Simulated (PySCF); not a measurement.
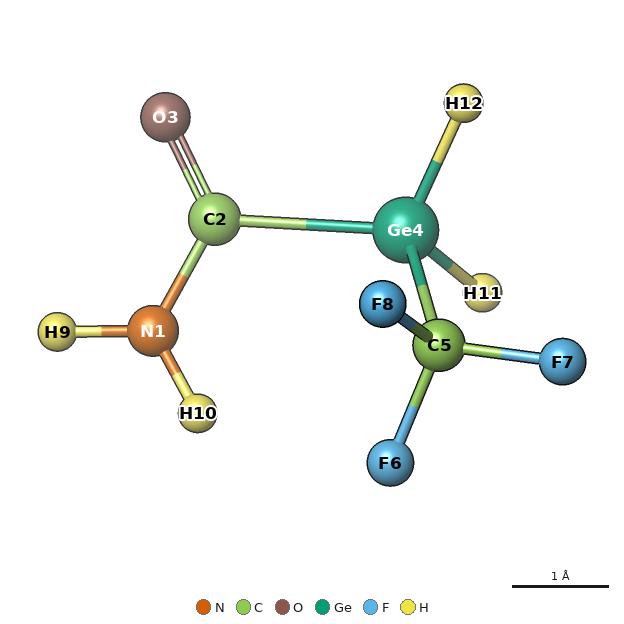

Orthographic view. Distant atoms are faded towards the background colour. The geometry was computed by an optimisation with GFN2-xTB. No frequency run is at hand to confirm it as a minimum.

Give the geometry as a Z-matrix, atoms in numerical order, with these reference atoms: 2 to 1; 3 to 2, 1; 4 to 2, 3, 1; 5 to 4, 2, 3; 6 to 5, 4, 2; 7 to 5, 6, 4; 8 to 5, 7, 6; 9 to 1, 2, 3; 10 to 1, 9, 2; 11 to 4, 5, 7; 12 to 4, 11, 5.

```
N  
C    1   1.339
O    2   1.203   1   124.8
Ge   2   2.030   3   119.8   1   179.2
C    4   2.023   2   108.7   3   133.7
F    5   1.357   4   110.0   2    59.2
F    5   1.338   6   106.5   4  -124.2
F    5   1.344   7   106.9   6   112.9
H    1   1.010   2   119.3   3    -2.3
H    1   1.007   9   118.6   2   174.3
H    4   1.509   5   102.4   7    55.2
H    4   1.499  11   109.2   5   113.0
```
